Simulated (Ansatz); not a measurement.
**TiHCl3 + HCl: a complex and its separated parts**

The complex below is one end of an elementary step. How strongly is it bound against its free parts?

Computed with Ansatz 0.2.0, Gaussian basis. Level: PBE0-D4/def2-TZVP structures, single points in def2-TZVPP, no counterpoise correction.

Levels: SPW92, PBE-D4, BLYP-D4, r2SCAN-D4, B97M-V, PBE0-D4, B3LYP-D4, r2SCAN0-D4, BHLYP-D4, CAM-B3LYP-D4, wB97X-V, wB97M-V, B2PLYP, PBE-QIDH, RPA on PBE, Hartree-Fock, MP2, CCSD, CCSD(T).

Cores are frozen in the correlated methods. B3LYP uses VWN-RPA correlation. B2PLYP carries no dispersion term here.

94 further runs of the same task are left out: 94 set aside as unsound or not needed.

## 1. Starting geometry

The complex: 7 atoms, charge 0, spin multiplicity 1.

Atoms are counted from 1 here; the program's logs count them from 0.

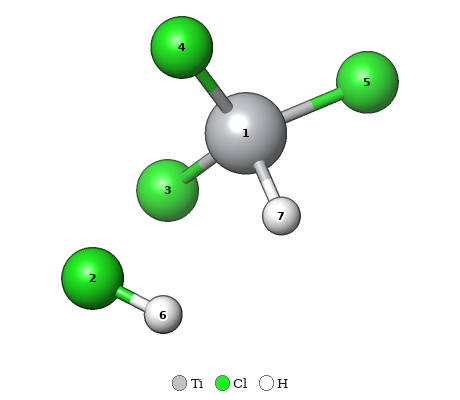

The starting geometry (titanium light grey, chlorine green, hydrogen white); atoms are numbered from 1 in the order of the file.

Geometry (Å):

```
atom    x (Å)    y (Å)    z (Å)
 Ti1  -0.1899   1.0198  -0.1779
 Cl2  -0.2538  -2.6902   0.3415
 Cl3  -0.9186   0.2427  -2.0609
 Cl4  -1.4512   0.7589   1.5603
 Cl5   0.6158   3.0170  -0.3440
  H6   0.9993  -2.5130   0.5318
  H7   1.1983   0.1648   0.1493
```

Its parts: TiHCl3 holds atoms 1, 3, 4, 5, 7; HCl holds atoms 2, 6. Each part counts its atoms afresh in its own runs.

## 2. Relaxing TiHCl3 alone

The input, relax-a/in.yaml:

```yaml
crystal:
  periodic: [false, false, false]
  atoms:
    - {symbol: Ti, position_ang: [-0.189868, 1.019778, -0.177935]}
    - {symbol: Cl, position_ang: [-0.918576, 0.242748, -2.060919]}
    - {symbol: Cl, position_ang: [-1.451215, 0.758881, 1.560258]}
    - {symbol: Cl, position_ang: [0.615796, 3.016952, -0.343974]}
    - {symbol: H, position_ang: [1.198318, 0.164784, 0.149253]}
basis:
  gaussian: {orbitals: def2-TZVP}
hamiltonian: {xc: pbe0, dispersion: d4}
relax: {f_tol: 0.005, max_steps: 200}
```

Started as:

```sh
ansatz run in.yaml --threads 8 --pin off --events-out ev --progress --plain --max-ram 19148MiB
```

Output (excerpt; [...] marks lines left out):

```text
Functional definition: PBE0
  name "PBE0"
  cite "Adamo & Barone, J. Chem. Phys. 110, 6158 (1999) doi:10.1063/1.478522"
  cite "Perdew, Burke & Ernzerhof, Phys. Rev. Lett. 77, 3865 (1996) doi:10.1103/PhysRevLett.77.3865"
  parent pbe
[...]
1314 factors; their error is unknown
[...]
mean field -60687.74790624 eV, -2230.2335999214 hartree, gradient 6.2e-5 eV, S^2 0.000000; 0 other end points of the search recorded, 0 dependent functions left out
[...]
reference -60687.74794012 eV, -2230.2336011665 hartree; 37, 37 occupied and 125, 125 virtual orbitals, 1314 factors
[...]
reference -60687.75942608 eV, -2230.2340232677 hartree; 37, 37 occupied and 125, 125 virtual orbitals, 1314 factors
Total energy: -60687.91243350 eV, -2230.2396461867 hartree
Atom 0 at    -0.190867     1.069410    -0.184917 Å, force    -0.000479     0.000200    -0.000099 eV/Å
Atom 1 at    -0.908151     0.208963    -2.034002 Å, force     0.000005     0.000060     0.000153 eV/Å
Atom 2 at    -1.435560     0.719797     1.547853 Å, force     0.000051     0.000016    -0.000156 eV/Å
Atom 3 at     0.641227     3.058287    -0.346043 Å, force     0.000003    -0.000056     0.000008 eV/Å
Atom 4 at     1.147806     0.146687     0.143791 Å, force     0.000421    -0.000220     0.000094 eV/Å
Dipole moment:    -0.026860     0.018516    -0.006596 e Å
```

Wall time 19 s (8 threads of Intel Xeon at 2.50GHz, shared host).

Relaxation path:

```
step  energy from step 1 (eV)  largest force component (eV/Å)
   1                   0.0000                          0.2540
   2                  -0.0094                          0.0471
   3                  -0.0109                          0.0224
   4                  -0.0110                          0.0055
   5                  -0.0110                          0.0005
```

Close pairs (by a distance rule), those that changed most:

```
   bond  before (Å)  after (Å)  change (Å)
 Ti1–H5       1.663      1.659      -0.004
Ti1–Cl4       2.160      2.162      +0.002
Ti1–Cl2       2.163      2.162      -0.001
Ti1–Cl3       2.163      2.162      -0.001
```

## 3. Relaxing HCl alone

The input, relax-b/in.yaml:

```yaml
crystal:
  periodic: [false, false, false]
  atoms:
    - {symbol: Cl, position_ang: [-0.253805, -2.690182, 0.341542]}
    - {symbol: H, position_ang: [0.999252, -2.512961, 0.531775]}
basis:
  gaussian: {orbitals: def2-TZVP}
hamiltonian: {xc: pbe0, dispersion: d4}
relax: {f_tol: 0.005, max_steps: 200}
```

Started as:

```sh
ansatz run in.yaml --threads 8 --pin off --events-out ev --progress --plain --max-ram 19148MiB
```

Output (excerpt; [...] marks lines left out):

```text
[... 5 set-up lines as earlier in the session ...]
[...]
312 factors; their error is unknown
[...]
mean field -12535.31644531 eV, -460.6643826226 hartree, gradient 4.2e-5 eV, S^2 0.000000; 0 other end points of the search recorded, 0 dependent functions left out
[...]
reference -12535.31647375 eV, -460.6643836677 hartree; 9, 9 occupied and 34, 34 virtual orbitals, 312 factors
Total energy: -12535.32105166 eV, -460.6645519027 hartree
Atom 0 at    -0.253376    -2.690121     0.341607 Å, force    -0.000019    -0.000003    -0.000003 eV/Å
Atom 1 at     0.998823    -2.513022     0.531710 Å, force     0.000019     0.000003     0.000003 eV/Å
Dipole moment:     0.257138     0.036367     0.039037 e Å
```

It took 0.76 s on 8 threads of Intel Xeon at 2.50GHz, shared host.

Step by step:

```csv
step,energy from step 1 (eV),largest force component (eV/Å)
1,0.0000,0.0277
2,0.0000,0.0113
3,0.0000,0.0000
```

The bond:

```csv
bond,before (Å),after (Å),change (Å)
Cl1–H2,1.280,1.279,-0.001
```

## 4. SPW92/def2-TZVPP

The input, parta/in.yaml:

```yaml
crystal:
  periodic: [false, false, false]
  atoms:
    - {symbol: Ti, position_ang: [-0.190867, 1.069410, -0.184917]}
    - {symbol: Cl, position_ang: [-0.908151, 0.208963, -2.034002]}
    - {symbol: Cl, position_ang: [-1.435560, 0.719797, 1.547853]}
    - {symbol: Cl, position_ang: [0.641227, 3.058287, -0.346043]}
    - {symbol: H, position_ang: [1.147806, 0.146687, 0.143791]}
basis:
  gaussian: {orbitals: def2-TZVPP}
hamiltonian: {xc: lda}
```

The input, partb/in.yaml:

```yaml
crystal:
  periodic: [false, false, false]
  atoms:
    - {symbol: Cl, position_ang: [-0.253376, -2.690121, 0.341607]}
    - {symbol: H, position_ang: [0.998823, -2.513022, 0.531710]}
basis:
  gaussian: {orbitals: def2-TZVPP}
hamiltonian: {xc: lda}
```

One command serves all of them, each in its own folder.

Started as:

```sh
ansatz run in.yaml --threads 8 --pin off --events-out ev --progress --plain --max-ram 19148MiB
```

parta printed (excerpt; [...] marks lines left out):

```text
Functional definition: SPW92
  name "SPW92"
  cite "Dirac, Proc. Camb. Phil. Soc. 26, 376 (1930) doi:10.1017/S0305004100016108"
  cite "Slater, Phys. Rev. 81, 385 (1951) doi:10.1103/PhysRev.81.385"
  cite "Perdew & Wang, Phys. Rev. B 45, 13244 (1992) doi:10.1103/PhysRevB.45.13244"
[...]
1373 factors; their error is unknown
[...]
mean field -60529.40101328 eV, -2224.4144589364 hartree, gradient 7.2e-5 eV, S^2 0.000000; 0 other end points of the search recorded, 0 dependent functions left out
reference -60529.40105637 eV, -2224.4144605198 hartree; 37, 37 occupied and 167, 167 virtual orbitals, 1373 factors
Total energy: -60529.40105637 eV, -2224.4144605198 hartree
```

partb printed (excerpt; [...] marks lines left out):

```text
[... 5 set-up lines as earlier in the session ...]
[...]
353 factors; their error is unknown
[...]
mean field -12498.56388266 eV, -459.3137508569 hartree, gradient 5.7e-5 eV, S^2 0.000000; 0 other end points of the search recorded, 0 dependent functions left out
reference -12498.56390207 eV, -459.3137515702 hartree; 9, 9 occupied and 47, 47 virtual orbitals, 353 factors
Total energy: -12498.56390207 eV, -459.3137515702 hartree
```

They took 1.7 s (parta), 0.3 s (partb) on 8 threads of Intel Xeon at 2.50GHz, shared host.

## 5. PBE-D4/def2-TZVPP

Each input of step 4 (parta, partb) changes in the same lines:

```diff
-hamiltonian: {xc: lda}
+hamiltonian: {xc: pbe, dispersion: d4}
```

One command serves all of them, each in its own folder.

Started as:

```sh
ansatz run in.yaml --threads 8 --pin off --events-out ev --progress --plain --max-ram 19148MiB
```

Log of parta (excerpt; [...] marks lines left out):

```text
Functional definition: PBE
  name "PBE"
[... 2 set-up lines as earlier in the session ...]
[...]
1373 factors; their error is unknown
[...]
mean field -60684.82321291 eV, -2230.1261194239 hartree, gradient 6.4e-5 eV, S^2 0.000000; 0 other end points of the search recorded, 0 dependent functions left out
reference -60684.82325868 eV, -2230.1261211060 hartree; 37, 37 occupied and 167, 167 virtual orbitals, 1373 factors
Total energy: -60684.99966882 eV, -2230.1326040590 hartree
```

partb printed (excerpt; [...] marks lines left out):

```text
[... 4 set-up lines as earlier in the session ...]
[...]
353 factors; their error is unknown
[...]
mean field -12534.30963352 eV, -460.6273829715 hartree, gradient 8.1e-5 eV, S^2 0.000000; 0 other end points of the search recorded, 0 dependent functions left out
reference -12534.30965442 eV, -460.6273837398 hartree; 9, 9 occupied and 47, 47 virtual orbitals, 353 factors
Total energy: -12534.31531559 eV, -460.6275917837 hartree
```

Times: 2.4 s (parta), 0.25 s (partb) on 8 threads of Intel Xeon at 2.50GHz, shared host.

## 6. BLYP-D4/def2-TZVPP

Each input of step 5 (parta, partb) changes in the same lines:

```diff
-hamiltonian: {xc: pbe, dispersion: d4}
+hamiltonian: {xc: {name: BLYP}, dispersion: d4}
```

Each run has its own folder and the same command.

Started as:

```sh
ansatz run in.yaml --threads 8 --pin off --events-out ev --progress --plain --max-ram 19148MiB
```

parta printed (excerpt; [...] marks lines left out):

```text
Functional definition: BLYP
  name "BLYP"
  cite "Becke, Phys. Rev. A 38, 3098 (1988) doi:10.1103/PhysRevA.38.3098"
  cite "Lee, Yang & Parr, Phys. Rev. B 37, 785 (1988) doi:10.1103/PhysRevB.37.785"
[...]
1373 factors; their error is unknown
[...]
mean field -60706.79383706 eV, -2230.9335249692 hartree, gradient 2.3e-5 eV, S^2 0.000000; 0 other end points of the search recorded, 0 dependent functions left out
reference -60706.79419994 eV, -2230.9335383048 hartree; 37, 37 occupied and 167, 167 virtual orbitals, 1373 factors
Total energy: -60707.16207161 eV, -2230.9470573392 hartree
```

Output in partb (excerpt; [...] marks lines left out):

```text
[... 4 set-up lines as earlier in the session ...]
[...]
353 factors; their error is unknown
[...]
mean field -12539.38861135 eV, -460.8140319642 hartree, gradient 4.5e-5 eV, S^2 0.000000; 0 other end points of the search recorded, 0 dependent functions left out
reference -12539.38881567 eV, -460.8140394729 hartree; 9, 9 occupied and 47, 47 virtual orbitals, 353 factors
Total energy: -12539.40230482 eV, -460.8145351900 hartree
```

Wall times: 2.9 s (parta), 0.3 s (partb) on 8 threads of Intel Xeon at 2.50GHz, shared host.

## 7. r2SCAN-D4/def2-TZVPP

Each input of step 6 (parta, partb) changes in the same lines:

```diff
-hamiltonian: {xc: {name: BLYP}, dispersion: d4}
+hamiltonian: {xc: r2scan, dispersion: d4}
```

One command serves all of them, each in its own folder.

Started as:

```sh
ansatz run in.yaml --threads 8 --pin off --events-out ev --progress --plain --max-ram 19148MiB
```

parta printed (excerpt; [...] marks lines left out):

```text
Functional definition: r2SCAN
  name "r2SCAN"
  cite "Furness, Kaplan, Ning, Perdew & Sun, J. Phys. Chem. Lett. 11, 8208 (2020) doi:10.1021/acs.jpclett.0c02405"
  cite "Furness, Kaplan, Ning, Perdew & Sun, J. Phys. Chem. Lett. 11, 9248 (2020) doi:10.1021/acs.jpclett.0c03077"
  parent r2scan
[...]
1373 factors; their error is unknown
[...]
mean field -60702.92255675 eV, -2230.7912580420 hartree, gradient 7.2e-5 eV, S^2 0.000000; 0 other end points of the search recorded, 0 dependent functions left out
reference -60702.92256985 eV, -2230.7912585233 hartree; 37, 37 occupied and 167, 167 virtual orbitals, 1373 factors
Total energy: -60702.96270641 eV, -2230.7927335148 hartree
```

Output in partb (excerpt; [...] marks lines left out):

```text
[... 5 set-up lines as earlier in the session ...]
[...]
353 factors; their error is unknown
[...]
mean field -12538.62224982 eV, -460.7858686975 hartree, gradient 3.1e-5 eV, S^2 0.000000; 0 other end points of the search recorded, 0 dependent functions left out
reference -12538.62225515 eV, -460.7858688934 hartree; 9, 9 occupied and 47, 47 virtual orbitals, 353 factors
Total energy: -12538.62352110 eV, -460.7859154162 hartree
```

Wall times: 4.3 s (parta), 0.86 s (partb) on 8 threads of Intel Xeon at 2.50GHz, shared host.

## 8. B97M-V/def2-TZVPP

The same edit goes into each in.yaml of step 7 (parta, partb):

```diff
-hamiltonian: {xc: r2scan, dispersion: d4}
+hamiltonian: {xc: {name: B97M-V}}
```

One command serves all of them, each in its own folder.

Started as:

```sh
ansatz run in.yaml --threads 8 --pin off --events-out ev --progress --plain --max-ram 19148MiB
```

Output in parta (excerpt; [...] marks lines left out):

```text
Functional definition: B97M-V
  name "B97M-V"
  cite "Mardirossian & Head-Gordon, J. Chem. Phys. 142, 074111 (2015) doi:10.1063/1.4907719"
  cite "Becke, J. Chem. Phys. 107, 8554 (1997) doi:10.1063/1.475007"
  cite "Vydrov & Van Voorhis, J. Chem. Phys. 133, 244103 (2010) doi:10.1063/1.3521275"
  # Of w^i u^j: cxij and so on, Table III.
[...]
  gx(w, u) = cx00 + cx01*u + cx02*u^2 + (cx10 + cx11*u)*w
[...]
  gos(w, u) = cos00 + cos01*u + cos03*u^3 + cos10*w + cos32*w^3*u^2
[...]
      + integral(e_c_pw_mod_opposite_spin*gos(b97_w_opposite, b97_u_opposite)) + vv10(b, c)
1373 factors; their error is unknown
[...]
mean field -60690.63667728 eV, -2230.3397602991 hartree, gradient 1.5e-5 eV, S^2 0.000000; 0 other end points of the search recorded, 0 dependent functions left out
reference -60690.63674143 eV, -2230.3397626563 hartree; 37, 37 occupied and 167, 167 virtual orbitals, 1373 factors
Total energy: -60690.63674143 eV, -2230.3397626563 hartree
```

Log of partb (excerpt; [...] marks lines left out):

```text
[... 5 set-up lines as earlier in the session ...]
  # Of w^i u^j: cxij and so on, Table III.
[...]
  gx(w, u) = cx00 + cx01*u + cx02*u^2 + (cx10 + cx11*u)*w
[...]
  gos(w, u) = cos00 + cos01*u + cos03*u^3 + cos10*w + cos32*w^3*u^2
[...]
      + integral(e_c_pw_mod_opposite_spin*gos(b97_w_opposite, b97_u_opposite)) + vv10(b, c)
353 factors; their error is unknown
[...]
mean field -12536.22648109 eV, -460.6978258207 hartree, gradient 1.2e-5 eV, S^2 0.000000; 0 other end points of the search recorded, 0 dependent functions left out
reference -12536.22650922 eV, -460.6978268543 hartree; 9, 9 occupied and 47, 47 virtual orbitals, 353 factors
Total energy: -12536.22650922 eV, -460.6978268543 hartree
```

Times: 6.5 s (parta), 0.61 s (partb) on 8 threads of Intel Xeon at 2.50GHz, shared host.

## 9. PBE0-D4/def2-TZVPP

The same edit goes into each in.yaml of step 8 (parta, partb):

```diff
-hamiltonian: {xc: {name: B97M-V}}
+hamiltonian: {xc: pbe0, dispersion: d4}
+output: {orbitals: {seedname: orbitals}}
```

The same command starts each run, in its folder.

Started as:

```sh
ansatz run in.yaml --threads 8 --pin off --events-out ev --progress --plain --max-ram 19148MiB
```

parta printed (excerpt; [...] marks lines left out):

```text
[... 5 set-up lines as earlier in the session ...]
[...]
1546 factors; their error is unknown
[...]
mean field -60687.85017255 eV, -2230.2373581388 hartree, gradient 3.1e-5 eV, S^2 0.000000; 0 other end points of the search recorded, 0 dependent functions left out
reference -60687.85020634 eV, -2230.2373593807 hartree; 37, 37 occupied and 167, 167 virtual orbitals, 1546 factors
Total energy: -60688.00321377 eV, -2230.2429823002 hartree
```

Log of partb (excerpt; [...] marks lines left out):

```text
[... 5 set-up lines as earlier in the session ...]
[...]
384 factors; their error is unknown
[...]
mean field -12535.34597542 eV, -460.6654678340 hartree, gradient 3.7e-5 eV, S^2 0.000000; 0 other end points of the search recorded, 0 dependent functions left out
reference -12535.34599106 eV, -460.6654684089 hartree; 9, 9 occupied and 47, 47 virtual orbitals, 384 factors
Total energy: -12535.35056897 eV, -460.6656366440 hartree
```

Wall times: 4.1 s (parta), 0.35 s (partb) on 8 threads of Intel Xeon at 2.50GHz, shared host; peak memory 0.69 GiB.

## 10. B3LYP-D4/def2-TZVPP

The same edit goes into each in.yaml of step 9 (parta, partb):

```diff
-hamiltonian: {xc: pbe0, dispersion: d4}
-output: {orbitals: {seedname: orbitals}}
+hamiltonian: {xc: {name: B3LYP}, dispersion: d4}
```

One command serves all of them, each in its own folder.

Started as:

```sh
ansatz run in.yaml --threads 8 --pin off --events-out ev --progress --plain --max-ram 19148MiB
```

Output in parta (excerpt; [...] marks lines left out):

```text
Functional definition: B3LYP
  name "B3LYP"
  cite "Stephens, Devlin, Chabalowski & Frisch, J. Phys. Chem. 98, 11623 (1994) doi:10.1021/j100096a001"
[... 2 set-up lines as earlier in the session ...]
  cite "Vosko, Wilk & Nusair, Can. J. Phys. 58, 1200 (1980) doi:10.1139/p80-159"
[...]
1496 factors; their error is unknown
[...]
mean field -60707.55858673 eV, -2230.9616290013 hartree, gradient 6.7e-5 eV, S^2 0.000000; 0 other end points of the search recorded, 0 dependent functions left out
reference -60707.55885718 eV, -2230.9616389400 hartree; 37, 37 occupied and 167, 167 virtual orbitals, 1496 factors
Total energy: -60707.84859725 eV, -2230.9722866912 hartree
```

partb printed (excerpt; [...] marks lines left out):

```text
[... 6 set-up lines as earlier in the session ...]
[...]
372 factors; their error is unknown
[...]
mean field -12539.99363320 eV, -460.8362661070 hartree, gradient 4.5e-5 eV, S^2 0.000000; 0 other end points of the search recorded, 0 dependent functions left out
reference -12539.99378525 eV, -460.8362716949 hartree; 9, 9 occupied and 47, 47 virtual orbitals, 372 factors
Total energy: -12540.00297187 eV, -460.8366092970 hartree
```

Times: 3.7 s (parta), 0.31 s (partb) on 8 threads of Intel Xeon at 2.50GHz, shared host.

## 11. r2SCAN0-D4/def2-TZVPP

The same edit goes into each in.yaml of step 10 (parta, partb):

```diff
-hamiltonian: {xc: {name: B3LYP}, dispersion: d4}
+hamiltonian: {xc: {name: r2SCAN0}, dispersion: d4}
```

Each run has its own folder and the same command.

Started as:

```sh
ansatz run in.yaml --threads 8 --pin off --events-out ev --progress --plain --max-ram 19148MiB
```

Output in parta (excerpt; [...] marks lines left out):

```text
Functional definition: r2SCAN0
  name "r2SCAN0"
  cite "Bursch, Neugebauer, Ehlert & Grimme, J. Chem. Phys. 156, 134105 (2022) doi:10.1063/5.0086040"
[... 3 set-up lines as earlier in the session ...]
[...]
1546 factors; their error is unknown
[...]
mean field -60701.43741745 eV, -2230.7366801791 hartree, gradient 6.6e-5 eV, S^2 0.000000; 0 other end points of the search recorded, 0 dependent functions left out
reference -60701.43742799 eV, -2230.7366805666 hartree; 37, 37 occupied and 167, 167 virtual orbitals, 1546 factors
Total energy: -60701.48757439 eV, -2230.7385234128 hartree
```

partb printed (excerpt; [...] marks lines left out):

```text
[... 6 set-up lines as earlier in the session ...]
[...]
384 factors; their error is unknown
[...]
mean field -12538.53747082 eV, -460.7827531268 hartree, gradient 4.5e-6 eV, S^2 0.000000; 0 other end points of the search recorded, 0 dependent functions left out
reference -12538.53747508 eV, -460.7827532831 hartree; 9, 9 occupied and 47, 47 virtual orbitals, 384 factors
Total energy: -12538.53892860 eV, -460.7828066991 hartree
```

Times: 5.5 s (parta), 0.56 s (partb) on 8 threads of Intel Xeon at 2.50GHz, shared host; peak memory 0.59 GiB.

## 12. BHLYP-D4/def2-TZVPP

Each input of step 11 (parta, partb) changes in the same lines:

```diff
-hamiltonian: {xc: {name: r2SCAN0}, dispersion: d4}
+hamiltonian: {xc: {name: BHLYP}, dispersion: d4}
```

Each run has its own folder and the same command.

Started as:

```sh
ansatz run in.yaml --threads 8 --pin off --events-out ev --progress --plain --max-ram 19148MiB
```

Log of parta (excerpt; [...] marks lines left out):

```text
Functional definition: BHLYP
  name "BHLYP"
  cite "Becke, J. Chem. Phys. 98, 1372 (1993) doi:10.1063/1.464304"
[... 2 set-up lines as earlier in the session ...]
[...]
1645 factors; their error is unknown
[...]
mean field -60704.48616816 eV, -2230.8487197011 hartree, gradient 5.7e-5 eV, S^2 0.000000; 0 other end points of the search recorded, 0 dependent functions left out
reference -60704.48634971 eV, -2230.8487263732 hartree; 37, 37 occupied and 167, 167 virtual orbitals, 1645 factors
Total energy: -60704.75395557 eV, -2230.8585607071 hartree
```

partb printed (excerpt; [...] marks lines left out):

```text
[... 5 set-up lines as earlier in the session ...]
[...]
403 factors; their error is unknown
[...]
mean field -12539.47115090 eV, -460.8170652367 hartree, gradient 2.7e-5 eV, S^2 0.000000; 0 other end points of the search recorded, 0 dependent functions left out
reference -12539.47125440 eV, -460.8170690402 hartree; 9, 9 occupied and 47, 47 virtual orbitals, 403 factors
Total energy: -12539.47730081 eV, -460.8172912418 hartree
```

Wall times: 3.4 s (parta), 0.25 s (partb) on 8 threads of Intel Xeon at 2.50GHz, shared host.

[end of part 1 of 2]
